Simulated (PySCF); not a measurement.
Vertical excitations of a molecule H7NO2Si2 from TDDFT-PBE/def2-SVPD (PySCF 2.14.0), as energy in eV (oscillator strength): 5.89 (0.032), 6.48 (0.021), 6.68 (0.008), 6.74 (0.034), 6.88 (0.003), 6.95 (0.004), 7.07 (0.017), 7.19 (0.022), 7.38 (0.004), 7.43 (0.002). Lowest triplet (TDA): 5.75 eV. The structure is a stationary point at PBE0-D3(BJ)/def2-SVP. The values are those of a single conformer.

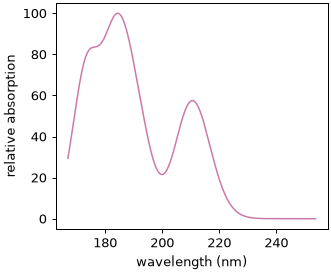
Figure: The lines broadened by 0.4 eV.

Problem. Which structure fits?
A. N[SiH2][SiH](O)O
B. O[SiH2]N[SiH2]O
C. N[Si@H](O)O[SiH3]
D. N[Si@@H](O)[SiH2]O

Solution. C, N[Si@H](O)O[SiH3]
